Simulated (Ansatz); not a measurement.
System: FH$_{4}$InOSSi (SMILES [F][In]([SH])[O][SiH3]).

Input file:

```
crystal:
  periodic: [false, false, false]
  atoms:
    - { symbol: F, position_ang: [-1.09439, 2.09946, -0.33474] }
    - { symbol: In, position_ang: [-0.22283, 0.82701, 0.91664] }
    - { symbol: S, position_ang: [-0.20708, 1.66578, 3.17215] }
    - { symbol: O, position_ang: [0.44116, -0.84961, 0.12483] }
    - { symbol: Si, position_ang: [0.46405, -1.47061, -1.37655] }
    - { symbol: H, position_ang: [-0.85606, 2.74281, 2.73969] }
    - { symbol: H, position_ang: [1.27978, -0.64126, -2.27533] }
    - { symbol: H, position_ang: [-0.89779, -1.61659, -1.91019] }
    - { symbol: H, position_ang: [1.09315, -2.75701, -1.05649] }
basis:
  gaussian: { orbitals: def2-SVP }
hamiltonian:
  xc: r2scan
  dispersion: d4
relax:
  f_tol: 0.015
  max_steps: 40
output:
  orbitals: {}
```

Command:

```sh
ansatz run input.yaml --threads 2 --pin off --max-ram 3072MiB --backend cpu --events-out ev --progress --plain --runs-dir out
```

The fields are those of the relaxed geometry.

Core potentials replace the inner electrons of In.

Theory: Ansatz 0.2.0, RKS r2SCAN-D4/def2-SVP.

> Predict the electron density and electron localisation function between the atoms.

Si–O (1.66 Å): ρ at the midpoint is about 1 e/Å³; the ELF peaks at about 0.85 between the atoms; a polar covalent bond.
In–F (1.96 Å): ρ is about 0.7 e/Å³ halfway; the ELF peaks at about 0.80 in the valence shell of F, 0.5 Å from its nucleus, and drops to about 0.10 between the two atoms.
In–O (1.98 Å): the density is about 0.7 e/Å³ at the midpoint; the ELF peaks at about 0.85 in the valence shell of O, 0.6 Å from its nucleus, and drops to about 0.10 between the two atoms.
In–S (2.37 Å): ρ at the midpoint is about 0.54 e/Å³; the ELF peaks at about 0.85 in the valence shell of S, 0.9 Å from its nucleus, and drops to about 0.15 between the two atoms.

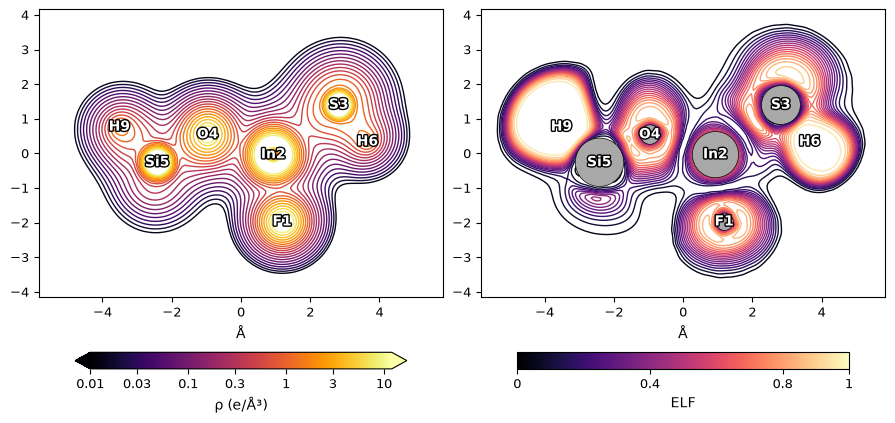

Computed electron density and electron localisation function on the plane of atoms O4, Si5 and H9, in this order. Grey discs cover the atomic cores in the ELF map. 
